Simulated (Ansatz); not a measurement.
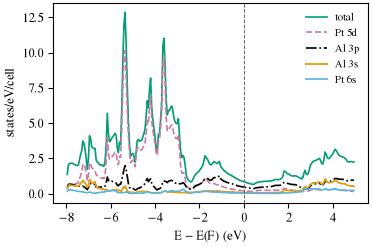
*Total and projected density of states of Al3Pt2 (La2O3 or Ni2Al3 type, space group No. 164), r²SCAN in the plane-wave PAW code Ansatz*

**Question.** Which orbitals carry the states next to the Fermi level?

**Answer.** Within 0.5 eV of the Fermi level: Al 3p 55 %, Pt 5d 23 %, Al 3s 8 %, outside the projected shells 10 %. Projections are on Löwdin-orthogonalised atomic valence shells; empty p or d shells of many metals are not among them.

**Question.** Where is the tallest occupied peak in this window, and what makes it?

**Answer.** Near -5.3 eV, about 13 states/eV per cell; the largest projected share is Pt 5d.

Space group P-3m1 (La2O3 or Ni2Al3 type). The first step of the workflow began from a Materials Project structure, measured or hypothetical; the Crystallography Open Database copy checked does not list it. Whether it is the stable phase at ambient conditions was not checked. The r²SCAN relaxation kept the symmetry of its start; its stability against distortions is not shown here. The run is not spin-polarised. Scalar-relativistic: spin–orbit coupling is off unless named, which matters more the heavier the elements.

Potentials: the later of the program's two PAW sets.
